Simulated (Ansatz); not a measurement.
# Nb2NF2 monolayer: following an unstable mode

Aim: this structure of Nb2NF2 monolayer is to be tested for unstable modes, and one is followed downhill.

Method: DFT PBE, scalar-relativistic, plane waves, PAW; PAW set soft_1, in Ansatz 0.2.0.

### Step 1. The structure

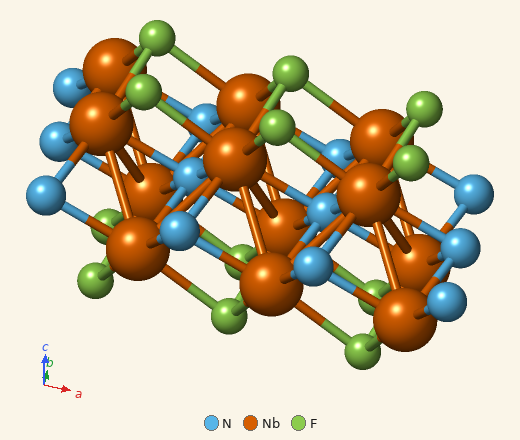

Start, viewed slightly off an axis; nitrogen blue, niobium orange, fluorine green. 3×2×1 cells are drawn. Some periodic images of atoms are drawn too.

The cell holds 5 atoms: 1 N, 2 Nb and 2 F. Its edges and angles: a = 3.274 Å, b = 3.274 Å, c = 33.200 Å, α = 90.0°, β = 90.0°, γ = 120.0°. Vacuum lies along c.

### Step 2. Response at finite wavevector

The cell comes from relaxations at this level that are not shown. Stability and thermal properties need the whole zone. Linear response on a 6×6×1 q mesh gives force constants as far as a supercell of that size would.

Contents of input.yaml:

```yaml
crystal:
  lattice:
    - [3.2736513786, 0.0, 0.0]
    - [-1.6368256893, 2.835065257, 0.0]
    - [0.0, 0.0, 33.2]
  atoms:
    - { symbol: "N", position: [0.0, 0.0, 0.3012048193] }
    - { symbol: Nb, position: [0.3333333333, 0.6666666667, 0.3318222846] }
    - { symbol: Nb, position: [0.6666666667, 0.3333333333, 0.270587354] }
    - { symbol: F, position: [0.6666666667, 0.3333333333, 0.3715011905] }
    - { symbol: F, position: [0.3333333333, 0.6666666667, 0.230908448] }
  periodic: [true, true, false]
kpoints:
  mp_grid: { grid: [12, 12, 1] }
hamiltonian:
  xc: pbe
  pseudopotentials: { kind: paw, azcp: { folder: soft_1 } }
scf:
  occupations: { method: methfessel_paxton, width: 0.2 }
output:
  eigenvalues: true
phonons:
  method: dfpt
  qmesh: [6, 6, 1]
  temperatures: { t_max: 1000, t_step: 50 }
  qpath:
    path:
      - [0.0, 0.0, 0.0]
      - [0.5, 0.0, 0.0]
      - [0.33333333, 0.33333333, 0.0]
      - [0.0, 0.0, 0.0]
    npoints: 10
```

Run with:

```sh
$ ansatz run input.yaml --threads 4 --pin off --max-ram 16384MiB --backend cpu --events-out ev --progress --plain --runs-dir out
```

Numbers of over 12 decimals in the logs are rounded to 6 here.

The log of the run:

```text
Warning: crystal.symmetry: narrowed to the stabiliser of the run's FFT grids — unitary ops 12 → 6. A phonons.method: dfpt run fills in the rows of the dynamical matrix that it does not solve by its symmetry operations, which is exact only for operations that map its FFT grids onto themselves: filled in by any other, the frequencies could depend on the order in which like atoms are typed, or, by more than the grids' own error, on where the crystal sits among the grids' points. Excluded: 6 operations. The run can therefore solve more perturbations, solve them on more k-points, or both, and cost more. [rest of the remark cut]
Engine: ansatz 0.2.0, aarch64-unknown-linux-gnu
Pseudopotentials: kind: paw
Pseudopotential: N, paw, valence charge 5, recommended cutoff 420 eV (normal), soft_1/N.paw.azcp
Pseudopotential: Nb, paw, valence charge 13, recommended cutoff 420 eV (normal), soft_1/Nb.paw.azcp
Pseudopotential: F, paw, valence charge 7, recommended cutoff 420 eV (normal), soft_1/F.paw.azcp
Functional definition: PBE
  parameter kappa = 0.804
  parameter beta = 0.066725
  exchange = pbe_x(kappa = kappa, mu = beta*pi^2/3)
  correlation = pbe_c(beta = beta)
Crystal: 5 atoms, lattice volume = 308.130 Å³
Basis set: ecut = 420 eV, 6135 PW (Γ), exchange–correlation on 48×48×450 points (8 copies of the dense FFT grid, shifted against one another)
Bands: 28, of which v1, the nominal top of the filled ones, is band 23 counted from 1 (22 counted from 0)
Symmetry: 12 space group operations
k-points: 19 of 144 (irreducible under 6 space group operations, time reversal used)
Non-local potential: N, projectors of the file, l = 0: 2, l = 1: 2, l = 2: 1
Non-local potential: Nb, projectors of the file, l = 0: 3, l = 1: 2, l = 2: 2, l = 3: 1
Non-local potential: F, projectors of the file, l = 0: 2, l = 1: 2, l = 2: 1
PAW form: soft (Blöchl's): semilocal exchange-correlation on the pseudo side does not see the compensation charge
PAW one-centre angular grid: N, 110 points (default); XC on 64 Gauss nodes
PAW one-centre angular grid: Nb, 590 points (default); XC on 64 Gauss nodes
PAW one-centre angular grid: F, 110 points (default); XC on 64 Gauss nodes
Initial density: superposition of atomic densities (neutral atoms: chi_scale 0, normalization atom)
Initial wavefunctions: pseudopotential atomic-orbital guess
Functional: x = pbe(κ = 0.804, μ = 0.219515), c = pbe(β = 0.066725)
SCF iter   1: F=—  HF=-11114.412355 eV  |F-HF|=—  |Δ(HF+E_count)|=         —  Δρ=7.24e-2  dr2=2.17e1  ethr=3.10e-3  ⟨swp⟩=11.1  Hψ=3685  notcnv=0
preconditioner: auto → LDOS  [metal: Δε(μ)=0.034 eV  Ē_g=10.354 eV  σ=0.200 eV  W_gap=0.14  n_scr=20 (ndim 8)  ℏωp=10.6 eV  f_vac=0.773  D(μ)=3.27/eV (n_scr^D=14)  β→1.0]
SCF iter   2: F=—  HF=-11110.048452 eV  |F-HF|=—  |Δ(HF+E_count)|=    4.36e0  S|Δr|=    0.00e0  Δρ=4.91e-2  dr2=5.30e0  ethr=3.10e-3  ⟨swp⟩=5.4  Hψ=1911  notcnv=0  defer=11
SCF iter   3: F=—  HF=-11108.881897 eV  |F-HF|=—  |Δ(HF+E_count)|=    1.17e0  S|Δr|=    0.00e0  Δρ=2.23e-2  dr2=9.91e-1  ethr=3.10e-3  ⟨swp⟩=4.7  Hψ=1869  notcnv=0  defer=10
SCF iter   4: F=—  HF=-11108.596815 eV  |F-HF|=—  |Δ(HF+E_count)|=   2.85e-1  S|Δr|=    0.00e0  Δρ=3.76e-3  dr2=3.09e-2  ethr=2.20e-3  ⟨swp⟩=3.0  Hψ=1164  notcnv=0  defer=9
SCF iter   5: F=—  HF=-11108.597952 eV  |F-HF|=—  |Δ(HF+E_count)|=   1.14e-3  S|Δr|=    0.00e0  Δρ=7.55e-4  dr2=1.50e-3  ethr=6.86e-5  ⟨swp⟩=3.2  Hψ=1178  notcnv=0  defer=9
SCF iter   6: F=—  HF=-11108.597564 eV  |F-HF|=—  |Δ(HF+E_count)|=   3.88e-4  S|Δr|=    0.00e0  Δρ=2.56e-4  dr2=9.36e-5  ethr=3.34e-6  ⟨swp⟩=4.0  Hψ=1296  notcnv=0  defer=9
SCF iter   7: F=—  HF=-11108.597597 eV  |F-HF|=—  |Δ(HF+E_count)|=   3.33e-5  S|Δr|=    0.00e0  Δρ=4.58e-5  dr2=4.32e-6  ethr=2.08e-7  ⟨swp⟩=3.7  Hψ=1270  notcnv=0  defer=9
SCF iter   8: F=—  HF=-11108.597426 eV  |F-HF|=—  |Δ(HF+E_count)|=   1.72e-4  S|Δr|=    0.00e0  Δρ=1.34e-5  dr2=4.51e-7  ethr=9.60e-9  ⟨swp⟩=3.8  Hψ=1306  notcnv=0  defer=9
SCF iter   9: F=—  HF=-11108.597426 eV  |F-HF|=—  |Δ(HF+E_count)|=   2.55e-7  S|Δr|=    0.00e0  Δρ=1.95e-6  dr2=6.77e-9  ethr=1.00e-9  ⟨swp⟩=3.3  Hψ=1146  notcnv=0  defer=9
SCF iter  10: F=—  HF=-11108.597426 eV  |F-HF|=—  |Δ(HF+E_count)|=   1.10e-7  S|Δr|=    0.00e0  Δρ=5.31e-7  dr2=6.65e-10  ethr=1.50e-11  ⟨swp⟩=3.9  Hψ=1388  notcnv=0  defer=9
SCF iter  11: F=—  HF=-11108.597426 eV  |F-HF|=—  |Δ(HF+E_count)|=   1.65e-8  S|Δr|=    0.00e0  Δρ=1.27e-7  dr2=3.37e-11  ethr=1.48e-12  ⟨swp⟩=3.6  Hψ=1281  notcnv=0  defer=9
SCF iter  12: F=-11108.597426 eV  HF=-11108.597426 eV  |F-HF|=7.09e-11  |Δ(HF+E_count)|=  5.26e-10  S|Δr|=    0.00e0  Δρ=2.50e-8  dr2=1.19e-12  ethr=1.00e-12  ⟨swp⟩=19.2  Hψ=4711  notcnv=0
SCF 1 converged in 12 iterations: F = -11108.597426 eV  dr2 = 1.19e-12
  greatest PAW one-centre occupation: 0.998 electrons in one spin orbital (limit 2), on the Nb atom at site 2 (counted from 0), in its partial waves of l = 0
phonons: the bands overlap, so this run is a metal and interpolates without the dipole-dipole term. If the crystal is really an insulator or semiconductor, its LO-TO splitting is missing
NSCF: frozen V_eff on 19 k-points
NSCF: frozen V_eff on 43 k-points
DFPT response loops at q = (0, 0, 0) (fractional): preconditioner auto → none (partly filled bands, converged f_vac=0.785); β = 0.50; Broyden in place of MSR1
NSCF: frozen V_eff on 156 k-points
DFPT response loops at q = (0, 0.166667, 0) (fractional): mixed as the last ones told, above
NSCF: frozen V_eff on 156 k-points
DFPT response loops at q = (0, 0.333333, 0) (fractional): mixed as the last ones told, above
NSCF: frozen V_eff on 86 k-points
DFPT response loops at q = (0, -0.5, 0) (fractional): mixed as the last ones told, above
NSCF: frozen V_eff on 288 k-points
DFPT response loops at q = (0.166667, 0.166667, 0) (fractional): mixed as the last ones told, above
NSCF: frozen V_eff on 288 k-points
DFPT response loops at q = (0.166667, 0.333333, 0) (fractional): mixed as the last ones told, above
NSCF: frozen V_eff on 156 k-points
DFPT response loops at q = (0.333333, 0.333333, 0) (fractional): mixed as the last ones told, above
SCF converged after 12 iterations
Stability not checked: this state was not tested for a lower state beside it, because cold or Methfessel-Paxton smearing, or corrected tetrahedra, fill the levels in a way that the test cannot read (fill_not_monotonic; see scf.lower_state_search)
Free energy (F): -11108.597426 eV
Harris-Foulkes:  -11108.597426 eV  (|F-HF|=7.09e-11)
Internal energy: -11108.603404 eV  (E = F + TS)
E sigma→0 (E₀):  -11108.598921 eV
Entropy (-TS):   0.005978 eV (1.196 meV/atom)
Fermi energy:    -3.942369 eV
Step filling:    the computed levels leave a gap of 0.0628 eV = 0.3 smearing widths at the electron count; against every level under it full and every level over it empty, smearing changes F+E_penalty+E_count by +2.349 meV and its σ→0 estimate by +0.854 meV
--- Per-component energies (eV) ---
  E_band       = -1063.965044
  E_kinetic    = 1272.052578
  E_local      = -130639.731376  (includes V_loc(G=0)·N_el)
  E_nonlocal   = 400.154148
  E_hartree    = 64489.129603
  E_xc         = -545.013081
  E_vxc        = -674.434838  (∫ρ·V_xc dr)
  E_paw        = -6701.961542  (= ΣΔE_a)
  E_vpaw       = -400.267166  (= ΣTr[D̂ρ^β])
  E_aug_tail   = 0.002407  (compensation charges beyond the density's cutoff)
  E_ewald      = 60616.763860
  E_smearing   = 0.005978  (= −TS)
  E_closure    = -0.000000  (closes the sum)
  Σ components = -11108.597426   (vs F -11108.597426, Δ=0.00e0)
--- Band table (eV; the first three rows and the last of 19) ---
  k-point 0: bands = [... 19 lower, -9.8470, -6.1899, -6.1899, -4.0629, -3.6375, -2.7229, -2.7229, -2.3190, ... 1 higher]
  k-point 1: bands = [... 19 lower, -9.8177, -6.3166, -6.0604, -4.1091, -3.4627, -2.8398, -2.7295, -2.5680, ... 1 higher]
  k-point 2: bands = [... 19 lower, -9.7979, -6.5981, -5.7001, -4.2915, -3.3930, -2.6827, -2.6089, -2.4800, ... 1 higher]
  k-point 18: bands = [... 19 lower, -9.9513, -5.4019, -5.4019, -5.3624, -2.2863, -2.2863, -1.9612, -0.9358, ... 1 higher]
--- Phonons (Γ-DFPT): 10 representative perturbations + reference (Σ response iterations 56) ---
  ASR residual: 5.544e-5 → 0.000e0 eV/Å²; symmetrization residual: 6.489e-6 eV/Å²
  The last average, over the group as it would stand without the narrowing to the FFT grids, took up to 5.414e-6 eV/Å² of the zone centre's force constants
  ASR residual per site (eV/Å²): 5.54e-5 2.74e-5 1.65e-5 1.65e-5 1.89e-5
  Γ frequencies (cm⁻¹): 0.00 0.00 0.00 151.00 151.00 209.64 209.64 239.97 239.97 262.91 324.69 391.68 410.43 626.06 626.06
--- Phonons (arbitrary-q DFPT): 7 irreducible q on the 6×6×1 mesh ---
  q = [0.0000, 0.0000, 0.0000] (star 1, of the zone-centre solve; hermiticity 5.36e-7, symmetrization 8.42e-14, taken by the last average 2.23e-7): -0.00 0.00 0.00 151.00 151.00 209.64 209.64 239.97 239.97 262.91 324.69 391.68 410.43 626.06 626.06
  q = [0.0000, 0.1667, 0.0000] (star 6, 15 solved perturbations on 78 of 144 k-point pairs; hermiticity 6.17e-7, symmetrization 6.33e-11, taken by the last average 3.80e-7): -90.64 -43.58 41.33 121.76 147.68 216.01 221.06 231.21 232.83 253.75 340.98 370.65 380.95 619.83 626.01
  q = [0.0000, 0.3333, 0.0000] (star 6, 15 solved perturbations on 78 of 144 k-point pairs; hermiticity 6.39e-7, symmetrization 4.62e-11, taken by the last average 3.81e-7): -122.17 -49.65 124.38 154.03 172.01 209.12 217.31 223.83 226.23 260.84 328.22 347.77 416.03 630.74 634.94
  q = [0.0000, -0.5000, 0.0000] (star 3, 15 solved perturbations on 43 of 144 k-point pairs; hermiticity 3.13e-7, symmetrization 6.82e-11, taken by the last average 3.96e-7): -164.11 -78.52 162.73 172.49 200.34 205.26 214.88 215.07 217.14 245.70 317.72 349.49 437.07 617.75 633.08
  q = [0.1667, 0.1667, 0.0000] (star 6, 10 solved perturbations in 1110 linear systems a pass and spin channel, the states on 144 of 144 k-point pairs; hermiticity 2.72e-7, symmetrization 2.80e-10, taken by the last average 9.42e-7): -129.01 -53.13 117.66 135.05 170.37 212.33 219.35 220.95 230.84 261.63 335.25 346.03 401.46 630.24 632.52
  q = [0.1667, 0.3333, 0.0000] (star 12, 15 solved perturbations on 144 of 144 k-point pairs: no pair is spared here; hermiticity 6.18e-7, symmetrization 0.00e0, taken by the last average 5.02e-7): -144.88 -77.27 134.11 164.80 205.60 209.43 213.97 217.08 219.32 247.92 321.60 339.63 430.05 627.67 638.86
  q = [0.3333, 0.3333, 0.0000] (star 2, 10 solved perturbations in 545 linear systems a pass and spin channel, the states on 78 of 144 k-point pairs; hermiticity 8.49e-7, symmetrization 4.76e-7, taken by the last average 4.16e-7): -120.00 -16.43 -16.43 193.12 193.12 210.84 214.11 214.11 216.80 255.26 326.53 326.53 436.15 640.05 640.05
  sum rule: each row above includes the acoustic sum rule's correction from the zone centre's row sums; it moved no ω² by more than (1.04 cm⁻¹)²
  mesh force constants: q→R imaginary residual 2.81e-18; ASR residual 5.544e-5 → 0.000e0 eV/Å²; symmetrization residual 1.421e-14 eV/Å²
  interpolated dispersion: 31 rows × 15 modes
  density of states and harmonic sums: on the 24×24×1 q-mesh, interpolated from the force constants of a 6×6×1 supercell (no non-analytic term)
  largest difference from the sums on the solved wave vectors: F 3.19e-2 eV, S 4.14e-5 and C_V 9.42e-6 eV/K
  zero-point energy: 0.243353 eV/cell   skipped modes (ω ≤ 0): 122, of them read as no rigid motion or as one in doubt: 119 (1.969e0 modes/cell left out, lowest -164.11 cm⁻¹)   left out of the sums: 1.32e-1 of the cell's modes: C_V's classical limit lies that fraction below 3 k_B per atom; for a crystal, a wire or a layer, F and S can be off by more, and a phonons.interpolated_qmesh denser along its periods is the remedy for the sampling
```

It took 33 min on 4 threads of Arm Neoverse V2, shared host; peak memory 2.8 GiB.

The column dr2 measures how far the density is from self-consistency, as an energy; F and HF (Harris–Foulkes) agree once it is small.

Numbers from this step:

| Property | Result |
| --- | --- |
| gap on the k-mesh | 0 eV |
| sum-rule residual before enforcement | 5.54e-5 eV/Å² |
| lowest frequency on the path | -164.1 cm⁻¹ |
| point group | -3m |
| highest frequency on the path or at a solved wavevector | 642.5 cm⁻¹ |
| area per atom | 1.856 Å² |
| highest optical mode at the zone centre (no LO-TO term) | 626.1 cm⁻¹ |
| lowest optical zone-centre mode | 151 cm⁻¹ |
| lowest mode on the q mesh (acoustic modes at Γ apart) | -164.1 cm⁻¹ |

Frequencies (cm⁻¹) solved at each irreducible wavevector; negative means imaginary. Frequencies by wavevector, by row:

```
q in reciprocal lattice units  star  mode 1  mode 2  mode 3  mode 4  mode 13  mode 14  mode 15
                        0 0 0     1       0       0       0     151    410.4    626.1    626.1
                   0 0.1667 0     6   -90.6   -43.6    41.3   121.8    380.9    619.8      626
                   0 0.3333 0     6  -122.2   -49.6   124.4     154      416    630.7    634.9
                     0 -0.5 0     3  -164.1   -78.5   162.7   172.5    437.1    617.8    633.1
              0.1667 0.1667 0     6    -129   -53.1   117.7   135.1    401.5    630.2    632.5
              0.1667 0.3333 0    12  -144.9   -77.3   134.1   164.8    430.1    627.7    638.9
              0.3333 0.3333 0     2    -120   -16.4   -16.4   193.1    436.1      640      640
```

Interpolated from a 6×6×1 q mesh. The phonon branches at the labelled points (cm⁻¹):

```
point  branch 1  branch 2  branch 3  branch 4  branch 12  branch 13  branch 14  branch 15
    Γ         0         0         0       151        392        410        626        626
    M      -164       -78       163       172        350        437        618        633
    K      -120       -16       -16       193        326        436        640        640
    Γ         0         0         0       151        392        410        626        626
```

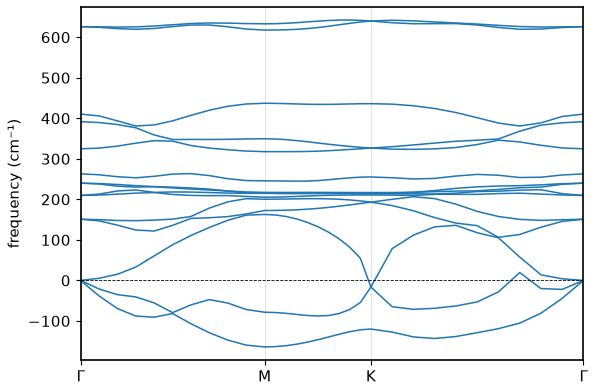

Phonon branches along the path.

Symmetry leaves 7 wavevectors to solve. The lowest mode among them, the acoustic zeros apart, lies at q = (0, -0.5, 0) and is imaginary, 164.1i cm⁻¹, so the energy falls along it.

### Step 3. The mode frozen in, largest atomic shift 0 Å

The mode followed lies at q = (0, -0.5, 0) with frequency 164.1i cm⁻¹, the softest among the wavevectors solved. At small amplitude the distorted cell has space group no. 11 by a symmetry search on the positions. The undistorted cell that holds it gives the zero of energy on the same k mesh.

System of this step: Nb2NF2 monolayer. The cell holds 10 atoms: 2 N, 4 Nb and 4 F. Cell: a = 3.274 Å, b = 5.670 Å, c = 33.200 Å, α = 90.0°, β = 90.0°, γ = 90.0°. It derives from Nb2NF2. Vacuum lies along c.

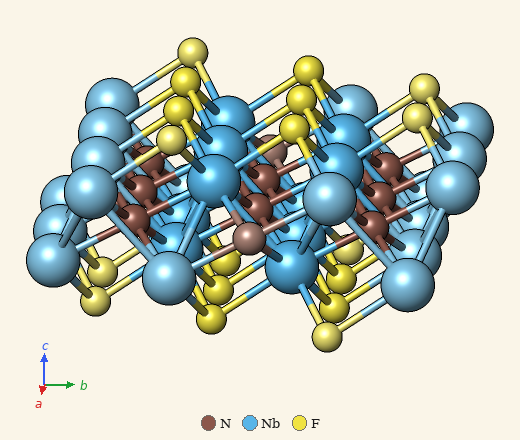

The cell of this step (nitrogen brown, niobium blue, fluorine yellow). 2×1×1 cells are drawn. Some periodic images of atoms are drawn too.

Contents of input.yaml:

```yaml
crystal:
  lattice:
    - [3.2736513786, 0.0, 0.0]
    - [0.0, 5.670130514, 0.0]
    - [0.0, 0.0, 33.2]
  atoms:
    - { symbol: "N", position: [0.5, 0.5, 0.3012048193] }
    - { symbol: "N", position: [0.0, 0.0, 0.3012048193] }
    - { symbol: Nb, position: [1.0, 0.3333333333, 0.3318222846] }
    - { symbol: Nb, position: [0.5, 0.8333333333, 0.3318222846] }
    - { symbol: Nb, position: [0.5, 0.1666666667, 0.270587354] }
    - { symbol: Nb, position: [0.0, 0.6666666667, 0.270587354] }
    - { symbol: F, position: [0.5, 0.1666666667, 0.3715011905] }
    - { symbol: F, position: [0.0, 0.6666666667, 0.3715011905] }
    - { symbol: F, position: [1.0, 0.3333333333, 0.230908448] }
    - { symbol: F, position: [0.5, 0.8333333333, 0.230908448] }
  periodic: [true, true, false]
kpoints:
  mp_grid: { grid: [12, 6, 1] }
hamiltonian:
  xc: pbe
  pseudopotentials: { kind: paw, azcp: { folder: soft_1 } }
scf:
  occupations: { method: methfessel_paxton, width: 0.2 }
output:
  forces: true
  stress: true
  eigenvalues: true
```

The log of the run:

```text
[...]
Crystal: 10 atoms, lattice volume = 616.259 Å³
Basis set: ecut = 420 eV, 12075 PW (Γ), exchange–correlation on 48×80×450 points (8 copies of the dense FFT grid, shifted against one another)
Bands: 55, of which v1, the nominal top of the filled ones, is band 45 counted from 1 (44 counted from 0)
Symmetry: 8 space group operations
[...]
k-points: 28 of 72
[...]
k-point 0: bands = [... 41 lower, -6.1928, -6.1917, -4.0654, -3.7786, -3.6463, -3.6397, -2.8488, -2.7257, ... 6 higher]
  k-point 1: bands = [... 41 lower, -6.3195, -6.0623, -4.1116, -4.0237, -3.9511, -3.4649, -2.8416, -2.7322, ... 6 higher]
  k-point 2: bands = [... 41 lower, -6.6008, -5.7019, -4.5704, -4.3137, -4.2940, -3.3951, -2.9569, -2.6853, ... 6 higher]
  k-point 27: bands = [... 41 lower, -7.5148, -3.7793, -3.7793, -3.6463, -3.6463, -2.8490, -2.8490, -2.3484, ... 6 higher]
[key lines of the parts left out:]
SCF converged after 9 iterations
Free energy (F): -22217.198151 eV
Fermi energy:    -3.945435 eV
P = ½ c Tr σ = 0.0220 N/m
```

Elapsed: 21 s, on 4 threads; peak memory 1.6 GiB.

This step gave:

```
energy from the undistorted cell : 0 meV/atom
```

### Step 4. The mode frozen in, largest atomic shift 0.22 Å

The atoms are moved along the unstable eigenvector, the largest shift by 0.22 Å, with the cell fixed.

input.yaml, the sections that differ from step 3:

```yaml
crystal:
  lattice:
    - [3.2736513786, 0.0, 0.0]
    - [0.0, 5.670130514, 0.0]
    - [0.0, 0.0, 33.2]
  atoms:
    - { symbol: "N", position: [0.5, 0.5079700281, 0.307690016] }
    - { symbol: "N", position: [0.0, -0.0079700281, 0.2947196225] }
    - { symbol: Nb, position: [1.0, 0.3193903113, 0.3320492818] }
    - { symbol: Nb, position: [0.5, 0.8472763553, 0.3315952873] }
    - { symbol: Nb, position: [0.5, 0.1806096887, 0.2703603567] }
    - { symbol: Nb, position: [0.0, 0.6527236447, 0.2708143512] }
    - { symbol: F, position: [0.5, 0.1650022219, 0.3735699623] }
    - { symbol: F, position: [0.0, 0.6683311115, 0.3694324187] }
    - { symbol: F, position: [1.0, 0.3349977781, 0.2288396763] }
    - { symbol: F, position: [0.5, 0.8316688885, 0.2329772198] }
  periodic: [true, true, false]
# kpoints, hamiltonian, scf, output: as in step 3
```

The log of the run:

```text
[...]
Crystal: 10 atoms, lattice volume = 616.259 Å³
Basis set: ecut = 420 eV, 12075 PW (Γ), exchange–correlation on 48×80×450 points (8 copies of the dense FFT grid, shifted against one another)
Bands: 55, of which v1, the nominal top of the filled ones, is band 45 counted from 1 (44 counted from 0)
Symmetry: 4 space group operations
[...]
k-points: 28 of 72
[...]
k-point 0: bands = [... 41 lower, -6.2228, -6.1775, -4.2950, -4.0044, -3.9829, -3.8566, -2.8508, -2.8435, ... 6 higher]
  k-point 1: bands = [... 41 lower, -6.3114, -6.1186, -4.4767, -4.3069, -4.1422, -3.4867, -2.9121, -2.8277, ... 6 higher]
  k-point 2: bands = [... 41 lower, -6.5441, -5.8138, -4.7957, -4.7248, -4.4987, -3.2493, -2.9143, -2.8370, ... 6 higher]
  k-point 27: bands = [... 41 lower, -7.4129, -3.9624, -3.9624, -3.8046, -3.8046, -3.1402, -3.1402, -2.2328, ... 6 higher]
[key lines of the parts left out:]
SCF converged after 10 iterations
Free energy (F): -22217.312033 eV
Fermi energy:    -4.135816 eV
P = ½ c Tr σ = -1.6097 N/m
```

It took 23 s on 4 threads; peak memory 1.6 GiB.

Numbers from this step:

```
energy from the undistorted cell : -11.16 meV/atom
```

The energy, extrapolated to zero smearing, is -11.16 meV/atom against the undistorted cell.

(Continued in part 2 of 2.)

[Logs are printed without paths, hosts, clocks, repeated set-up lines and the standing remarks that a program may print on its own settings, such as how far it seeks lower states.]

[Hosts, paths, dates, database ids (printed as entryN), source tags and the programs' standing remarks are cut or masked in the printed files.]
